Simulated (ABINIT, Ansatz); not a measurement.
# KNaMg2F6 (P4/mmm): G0W0 with ABINIT, start to end

How does a plane-wave GW calculation on KNaMg2F6 (P4/mmm) run from the first input to the gap?

Method: LDA and many-body steps on it, plane waves, in ABINIT 10.8.3.

**1. The starting structure**

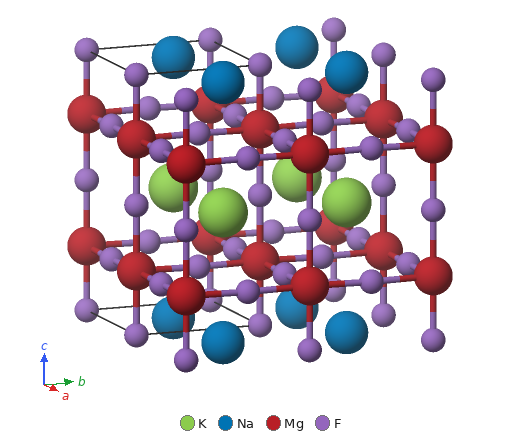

The starting structure, seen slightly off an axis (potassium green, sodium blue, magnesium red, fluorine purple). 2×2×1 cells are drawn. Some periodic images of atoms are drawn too.

The cell and positions are those that the Materials Project relaxed with its own functionals (PBE, PBE+U or r2SCAN), kept fixed.

**2. Ground state**

This step: ABINIT 10.8.3; DFT, LDA, plane waves, norm-conserving pseudopotentials.

The ground-state density comes first.

Input file run.abi:

```
acell 3*1.0 Angstrom
rprim 
  4.007581000000 0.000000000000 0.000000000000
  0.000000000000 4.007581000000 0.000000000000
  0.000000000000 0.000000000000 7.994870000000
ntypat 4
znucl 19 11 12 9
natom 10
typat 1 2 3 3 4 4 4 4 4 4
xred 
  0.500000000000 0.500000000000 0.500000000000
  0.500000000000 0.500000000000 0.000000000000
  0.000000000000 0.000000000000 0.246633000000
  0.000000000000 0.000000000000 0.753367000000
  0.500000000000 0.000000000000 0.243520000000
  0.500000000000 0.000000000000 0.756480000000
  0.000000000000 0.500000000000 0.756480000000
  0.000000000000 0.500000000000 0.243520000000
  0.000000000000 0.000000000000 0.000000000000
  0.000000000000 0.000000000000 0.500000000000
pp_dirpath "pseudos"
pseudos "K.upf, Na.upf, Mg.upf, F.upf"
ecut 38
ngkpt 6 6 4
nshiftk 1
shiftk 0 0 0
kptopt 1
chksymbreak 0
nband 49
occopt 1
tolvrs 1e-10
nstep 60
prtwf 0
optforces 0
optstress 0
indata_prefix "in"
outdata_prefix "out"
tmpdata_prefix "tmp"
```

Run with:

```sh
OMP_NUM_THREADS=1 mpirun -n 4 abinit run.abi > log
```

Numbers of over 12 decimals in the logs are rounded to 6 here.

What it wrote:

```text
.Version 10.8.3 of ABINIT. v10.8.2 released Aug 2026.

 Symmetries : space group P4/m m m (#123); Bravais tP (primitive tetrag.)
================================================================================
 Values of the parameters that define the memory need of the present run
     intxc =       0    ionmov =       0      iscf =       7    lmnmax =       6
     lnmax =       6     mgfft =      90  mpssoang =       3    mqgrid =    4193
     natom =      10  nloc_mem =       1    nspden =       1   nspinor =       1
    nsppol =       1      nsym =      16    n1xccc =    2501    ntypat =       4
    occopt =       1   xclevel =       1
-    mband =          49        mffmem =           1         mkmem =           8
       mpw =        9727          nfft =      182250          nkpt =          30
================================================================================
  Rough estimation (10% accuracy) of disk space for files :
================================================================================

--------------------------------------------------------------------------------
------------- Echo of variables that govern the present computation ------------
--------------------------------------------------------------------------------
 -outvars: echo values of preprocessed input variables --------
            acell      1.8897261259E+00  1.8897261259E+00  1.8897261259E+00 Bohr

      chksymbreak           0
             ecut      3.80000000E+01 Hartree
-          fftalg         312

              ixc       -1012
              kpt      0.00000000E+00  0.00000000E+00  0.00000000E+00
                       1.66666667E-01  0.00000000E+00  0.00000000E+00
                       3.33333333E-01  0.00000000E+00  0.00000000E+00
                       5.00000000E-01  0.00000000E+00  0.00000000E+00
                       1.66666667E-01  1.66666667E-01  0.00000000E+00
                       3.33333333E-01  1.66666667E-01  0.00000000E+00
                       5.00000000E-01  1.66666667E-01  0.00000000E+00
                       3.33333333E-01  3.33333333E-01  0.00000000E+00
                       5.00000000E-01  3.33333333E-01  0.00000000E+00
   [... 19 further rows ...]
                       5.00000000E-01  3.33333333E-01  5.00000000E-01
                       5.00000000E-01  5.00000000E-01  5.00000000E-01
         kptrlatt        6    0    0      0    6    0      0    0    4
          kptrlen      4.54393831E+01
P           mkmem           8
            natom          10
            nband          49
            ngfft          45      45      90
             nkpt          30
            nstep          60
             nsym          16
           ntypat           4
              occ      2.000000  2.000000  2.000000  2.000000  2.000000  2.000000
                       2.000000  2.000000  2.000000  2.000000  2.000000  2.000000
                       2.000000  2.000000  2.000000  2.000000  2.000000  2.000000
                       2.000000  2.000000  2.000000  2.000000  2.000000  2.000000
                       2.000000  2.000000  2.000000  2.000000  2.000000  2.000000
                       2.000000  2.000000  2.000000  2.000000  2.000000  2.000000
                       2.000000  2.000000  2.000000  2.000000  0.000000  0.000000
                       0.000000  0.000000  0.000000  0.000000  0.000000  0.000000
                       0.000000
        optforces           0
        optstress           0
            prtwf           0
            rprim      4.0075810000E+00  0.0000000000E+00  0.0000000000E+00
[...]
spgroup         123

           tolvrs      1.00000000E-10

             xred      5.0000000000E-01  5.0000000000E-01  5.0000000000E-01
[...]
znucl       19.00000   11.00000   12.00000    9.00000

================================================================================

 chkinp: Checking input parameters for consistency.

================================================================================
== DATASET  1 ==================================================================
-   mpi_nproc: 4, omp_nthreads: 1 (-1 if OMP is not activated)

--- !DatasetInfo
iteration_state: {dtset: 1, }
dimensions: {natom: 10, nkpt: 30, mband: 49, nsppol: 1, nspinor: 1, nspden: 1, mpw: 9727, }
cutoff_energies: {ecut:  38.0, pawecutdg:  -1.0, }
electrons: {nelect:   8.00000000E+01, charge:   0.00000000E+00, occopt:   1.00000000E+00, tsmear:   1.00000000E-02, }

 Real(R)+Recip(G) space primitive vectors, cartesian coordinates (Bohr,Bohr^-1):
 R(1)=  7.5732305  0.0000000  0.0000000  G(1)=  0.1320440  0.0000000  0.0000000
 R(2)=  0.0000000  7.5732305  0.0000000  G(2)=  0.0000000  0.1320440  0.0000000
 R(3)=  0.0000000  0.0000000 15.1081147  G(3)=  0.0000000  0.0000000  0.0661896
 Unit cell volume ucvol=  8.6650810E+02 bohr^3
 Angles (23,13,12)=  9.00000000E+01  9.00000000E+01  9.00000000E+01 degrees

 getcut: wavevector=  0.0000  0.0000  0.0000  ngfft=  45  45  90
         ecut(hartree)=     38.000   => boxcut(ratio)=   2.09370

--- Pseudopotential description ------------------------------------------------
- K Generated using ONCVPSP code by D. R. Hamann
- 19.00000   9.00000  180309                  znucl, zion, pspdat
12 -1012 2 -1 2170                            pspcod,pspxc,lmax,lloc,mmax
     nproj     2     2     2
[...]
5.25893823E+03                                ecore*ucvol(ha*bohr**3)
--------------------------------------------------------------------------------

_setup2: Arith. and geom. avg. npw (full set) are    9694.132    9694.105

================================================================================

--- !BeginCycle
iteration_state: {dtset: 1, }
solver: {iscf: 7, nstep: 60, nline: 4, wfoptalg: 0, }
tolerances: {tolvrs: 1.00E-10, }

     iter   Etot(hartree)      deltaE(h)  residm     vres2
 ETOT  1  -341.79179495435    -3.418E+02 1.464E-01 8.804E+02
 ETOT  2  -341.98337205344    -1.916E-01 1.290E-02 6.161E+02
 ETOT  3  -342.23919677954    -2.558E-01 1.395E-02 3.830E+01
 ETOT  4  -342.24586461242    -6.668E-03 5.391E-03 2.903E+00
 ETOT  5  -342.24598918615    -1.246E-04 3.081E-03 2.156E+00
 ETOT  6  -342.24604640409    -5.722E-05 1.725E-03 5.015E-01
 ETOT  7  -342.24606340651    -1.700E-05 1.489E-03 2.738E-01
 ETOT  8  -342.24606827784    -4.871E-06 1.575E-03 3.122E-02
 ETOT  9  -342.24606887007    -5.922E-07 2.031E-03 1.835E-03
 ETOT 10  -342.24606893958    -6.951E-08 1.220E-03 1.820E-04
 ETOT 11  -342.24606896653    -2.695E-08 9.684E-04 1.701E-05
 ETOT 12  -342.24606897017    -3.638E-09 4.875E-04 6.302E-07
 ETOT 13  -342.24606897026    -9.123E-11 3.486E-04 1.693E-08
 ETOT 14  -342.24606897024     1.938E-11 2.228E-04 4.986E-10
 ETOT 15  -342.24606897025    -1.125E-11 1.455E-04 1.185E-10
 ETOT 16  -342.24606897028    -3.479E-11 8.956E-05 7.461E-12

 At SCF step   16       vres2   =  7.46E-12 < tolvrs=  1.00E-10 =>converged.

--- !ResultsGS
iteration_state: {dtset: 1, }
comment   : Summary of ground state results
lattice_vectors:
- [  7.5732305,   0.0000000,   0.0000000, ]
- [  0.0000000,   7.5732305,   0.0000000, ]
- [  0.0000000,   0.0000000,  15.1081147, ]
lattice_lengths: [   7.57323,    7.57323,   15.10811, ]
lattice_angles: [ 90.000,  90.000,  90.000, ] # degrees, (23, 13, 12)
lattice_volume:   8.6650810E+02
convergence: {deltae: -3.479E-11, res2:  7.461E-12, residm:  8.956E-05, diffor:  0.000E+00, }
etotal    :  -3.42246069E+02
entropy   :   0.00000000E+00
fermie    :  -1.88552285E-02
cartesian_stress_tensor: null
pressure_GPa: null
xred      :
- [  5.0000E-01,   5.0000E-01,   5.0000E-01,  K]
- [  5.0000E-01,   5.0000E-01,   0.0000E+00, Na]
- [  0.0000E+00,   0.0000E+00,   2.4663E-01, Mg]
- [  0.0000E+00,   0.0000E+00,   7.5337E-01, Mg]
- [  5.0000E-01,   0.0000E+00,   2.4352E-01,  F]
- [  5.0000E-01,   0.0000E+00,   7.5648E-01,  F]
- [  0.0000E+00,   5.0000E-01,   7.5648E-01,  F]
- [  0.0000E+00,   5.0000E-01,   2.4352E-01,  F]
- [  0.0000E+00,   0.0000E+00,   0.0000E+00,  F]
- [  0.0000E+00,   0.0000E+00,   5.0000E-01,  F]
cartesian_forces: null
force_length_stats: {min: null, max: null, mean: null, }

 Integrated electronic density in atomic spheres:
 ------------------------------------------------
 Atom  Sphere_radius  Integrated_density
[...]
================================================================================

 ----iterations are completed or convergence reached----

 Mean square residual over all n,k,spin=   17.634E-08; max=  89.557E-06
 reduced coordinates (array xred) for   10 atoms
[...]
0.500000000000      0.000000000000      0.756480000000
       0.000000000000      0.500000000000      0.756480000000
       0.000000000000      0.500000000000      0.243520000000
       0.000000000000      0.000000000000      0.000000000000
       0.000000000000      0.000000000000      0.500000000000
 rms dE/dt=  0.0000E+00; max dE/dt=  0.0000E+00; dE/dt below (all hartree)
    1       0.000000000000      0.000000000000      0.000000000000
    2       0.000000000000      0.000000000000      0.000000000000
    3       0.000000000000      0.000000000000      0.000000000000
    4       0.000000000000      0.000000000000      0.000000000000
    5       0.000000000000      0.000000000000      0.000000000000
    6       0.000000000000      0.000000000000      0.000000000000
    7       0.000000000000      0.000000000000      0.000000000000
    8       0.000000000000      0.000000000000      0.000000000000
    9       0.000000000000      0.000000000000      0.000000000000
   10       0.000000000000      0.000000000000      0.000000000000

 cartesian coordinates (angstrom) at end:
[...]
6      2.003791     0.000000     6.047959
    7      0.000000     2.003791     6.047959
    8      0.000000     2.003791     1.946911
    9      0.000000     0.000000     0.000000
   10      0.000000     0.000000     3.997435
 length scales=  1.889726125908  1.889726125908  1.889726125908 bohr
              =  1.000000000000  1.000000000000  1.000000000000 angstroms
 prteigrs : about to open file out_EIG
 Fermi (or HOMO) energy (hartree) =  -0.01886   Average Vxc (hartree)=  -0.37304
 Eigenvalues (hartree) for nkpt=  30  k points:
 kpt#   1, nband= 49, wtk=  0.00694, kpt=  0.0000  0.0000  0.0000 (reduced coord)
  -2.59190   -2.59190   -1.76463   -1.39539   -1.39515   -1.39515   -1.39514   -1.39514
  -1.39514   -0.95133   -0.75540   -0.75331   -0.75331   -0.74238   -0.73262   -0.72387
  -0.71631   -0.71599   -0.71579   -0.35224   -0.35143   -0.35143   -0.11169   -0.11169
  -0.11132   -0.10276   -0.10276   -0.10108   -0.07626   -0.05361   -0.05361   -0.04984
  -0.04164   -0.04131   -0.04131   -0.03824   -0.03824   -0.03363   -0.03357   -0.03357
   0.20473    0.31282    0.32412    0.34861    0.38132    0.42420    0.42420    0.42839
   0.45761
 prteigrs : prtvol=0 or 1, do not print more k-points.

--- !EnergyTerms
iteration_state     : {dtset: 1, }
comment             : Components of total free energy in Hartree
kinetic             :  2.02854660576941E+02
hartree             :  1.10115688046684E+02
xc                  : -6.09486129939573E+01
Ewald energy        : -1.98967968352777E+02
psp_core            :  6.06911606795744E+00
local_psp           : -3.38037380717330E+02
non_local_psp       : -6.33315715978024E+01
total_energy        : -3.42246068970285E+02
total_energy_eV     : -9.31298997391907E+03
band_energy         : -5.03269577966511E+01

== END DATASET(S) ==============================================================
================================================================================

 -outvars: echo values of variables after computation  --------
           etotal     -3.4224606897E+02
            nband          49
             nkpt          30
          spgroup         123
 [... the other variables as echoed above ...]

 Calculation completed.
```

The job ended after 6 min (4 MPI ranks of Intel Xeon 6975P-C (Granite Rapids), shared host; peak memory 0.68 GiB).

This step gave:

- total energy: -9312.9900 eV
- gap: 6.084 eV
- k of the valence top: 0.5, 0.5, 0
- k of the conduction bottom: 0, 0, 0
- least direct gap: 6.484 eV

The gap is indirect, with the least direct gap 0.40 eV higher.

[end of part 1 of 3]

[Paths, hosts, dates, memory and timing lines, banners, echoed tables and standing remarks are left out of the program output.]

[Logs are printed without paths, hosts, clocks, repeated set-up lines and the standing remarks that a program may print on its own settings, such as how far it seeks lower states.]

[Runs of the session that timed out or met a known fault of the program may be left out.]

[Hosts, paths, dates, database ids (printed as entryN), source tags and the programs' standing remarks are cut or masked in the printed files.]

[G0W0 gaps are taken among the corrected bands and points alone; a level outside them can change the order at an edge.]

[Where Ansatz stands beside ABINIT at settings called matched, ABINIT's density can come from a denser mesh and the files from another edition; pairs whose starting gaps differed by over 0.03 eV were left out, so agreement reads better than it is.]
